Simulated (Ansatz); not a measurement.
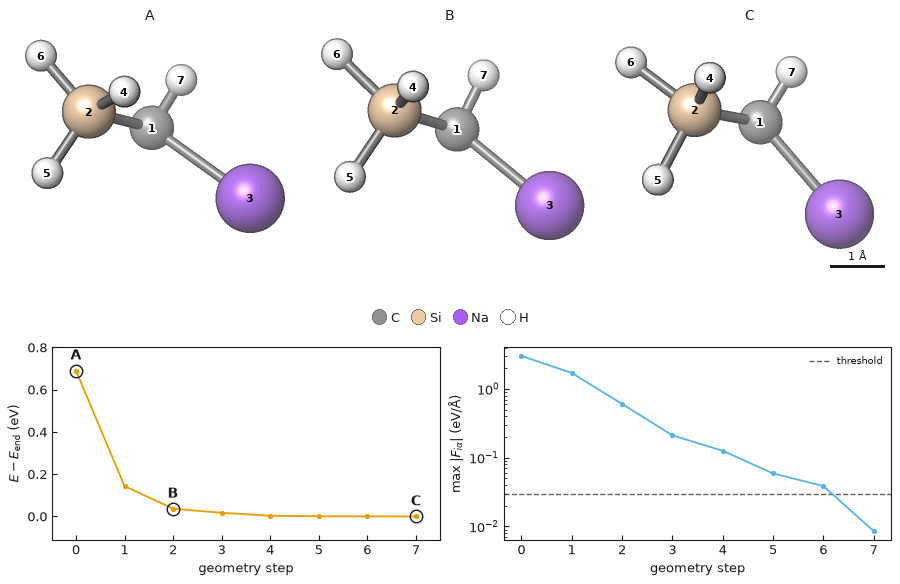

Frames of a relaxation of CH$_{4}$NaSi (charge −1), marked on the history of the run. The picture is a ball-and-stick view, seen from a free direction.

It is one of the separated reactants of a reaction.

Method: RKS PBE-D4/def2-SVPD in Ansatz 0.2.0. Set-up: force threshold 0.03 eV/Å; at most 250 steps.

What happens along the run?

Over 7 geometry steps the energy falls by 0.691 eV. Largest force component: 3 eV/Å at the start, 0.0086 eV/Å at the end. The atom that moves furthest after the best rigid fit is Na3 (0.44 Å). By element the largest moves are Na 0.44 Å, H 0.42 Å, C 0.26 Å, Si 0.11 Å. Some distances before and after: Si2–H4 1.420 → 1.550 Å, C1–Si2 1.955 → 1.831 Å, Si2–H5 1.420 → 1.529 Å, C1–Na3 2.410 → 2.306 Å. Among the angles between lasting bonds that change: Na3–C1–H7 91.9° → 108.6°, Si2–C1–H7 96.0° → 110.5°, C1–Si2–H4 114.5° → 125.5°. From step 0 to 2: H4 moves most (0.33 Å), energy −0.654 eV. From step 2 to 7: Na3 moves most (0.28 Å), energy −0.037 eV.

| step | E − E(0), eV | largest force component, eV/Å |
| --- | --- | --- |
| 0 | 0.0000 | 3.0184 |
| 1 | -0.5471 | 1.7083 |
| 2 | -0.6542 | 0.6052 |
| 3 | -0.6734 | 0.2115 |
| 4 | -0.6876 | 0.1260 |
| 5 | -0.6900 | 0.0591 |
| 6 | -0.6904 | 0.0388 |
| 7 | -0.6910 | 0.0086 |
